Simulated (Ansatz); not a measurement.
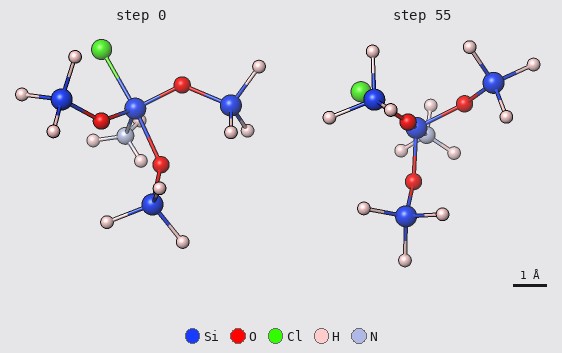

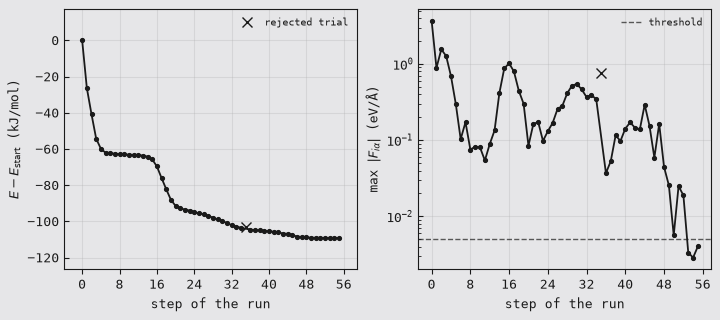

First and last geometry of a relaxation of Si4NH12O3Cl (started from a transition state, displaced along its imaginary mode), with the history of the run. Style: ball-and-stick. Shown at a tilt.

Level of theory: RKS PBE0-D4/def2-TZVP in Ansatz 0.2.0. Set-up: force threshold 0.005 eV/Å; at most 200 steps.

**Read the history and describe the run.**

It converged. The atom that moves furthest after the best rigid fit is an H atom (2.91 Å). Largest moves by element: H 2.91 Å, Cl 1.46 Å, O 1.09 Å, Si 1.06 Å, N 0.85 Å. Among the contacts that change: O–Si 1.894 → 1.648 Å, N–Si 1.878 → 2.053 Å, Cl–Si 2.176 → 2.109 Å, O–Si 1.617 → 1.682 Å. Bond angles that change, for instance: O–Si–N 115.9° → 179.9°, O–Si–Cl 166.7° → 118.2°, O–Si–N 114.8° → 82.9°. Groups turn about O–Si by about 90°. After 54 accepted moves (55 points after the start) the energy has fallen by 109.1 kJ/mol. The largest force component goes from 3.7 to 0.0041 eV/Å. The line search rejected the trial step at point 35 of the run.
